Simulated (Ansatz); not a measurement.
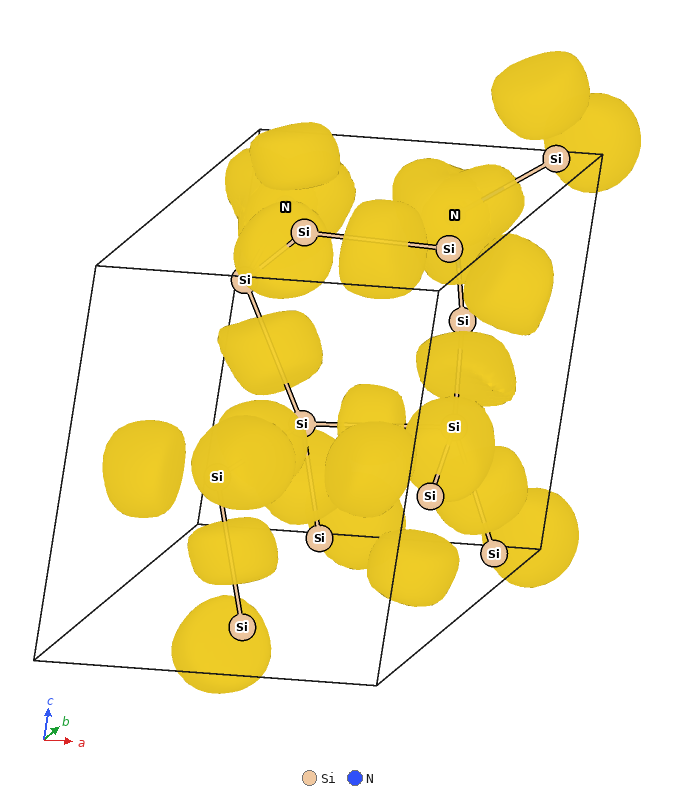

Si$_{5}$N. Isosurface of the electron localisation function at 0.75 (yellow), seen at an oblique angle. Only the valence region is drawn (cores and ρ < 0.01 e/Å³ removed). Sticks mark near contacts.

Space group P1; a structure from a database of computed crystals, not necessarily the ambient phase; a generated structure, not necessarily the stable one; changed on purpose from its base cell (volume × 0.88, shape and atoms relaxed); computed pressure about 13 GPa in this cell.

Computed with DFT PBE, scalar-relativistic, plane waves, PAW (Ansatz).

Core electrons are frozen (PAW), and the valence fields are smoothed inside the atomic spheres.

```xyz
12
Lattice="5.5750 -0.0651 -0.0783 0.3064 5.6594 0.0457 0.7261 2.0671 5.5517" Properties=species:S:1:pos:R:3 pbc="T T T"
Si    5.2878    5.2258    0.0082
Si    2.4739    5.2090    0.1073
Si    5.6453    2.3887    2.0142
Si    2.3276    2.1177    2.2482
Si    2.6209    1.8199   -0.0192
Si    5.6604    3.9287    5.3784
Si    4.5058    6.6578    3.1316
Si    1.7758    5.0131    4.2615
Si    5.1158    4.6343    2.2351
Si    2.7593    4.3883    2.2583
N     4.5860    6.5936    4.8469
N     1.8008    6.6808    4.8048
```

Question: Describe the localisation domains.

Answer: The ELF exceeds this value in 17 regions between bonded Si–Si atoms (shared pairs) and two regions on N in which the atom's valence shell and bonds are merged, counted in one cell of 12 atoms. Regions shared between cells count once. Profiles from the grid: Si–N (1.72 Å): the ELF peaks at about 0.90 between the atoms: a polar covalent bond. Si–Si (2.27 Å): the ELF peaks at about 0.95 between the atoms (a shared electron pair).
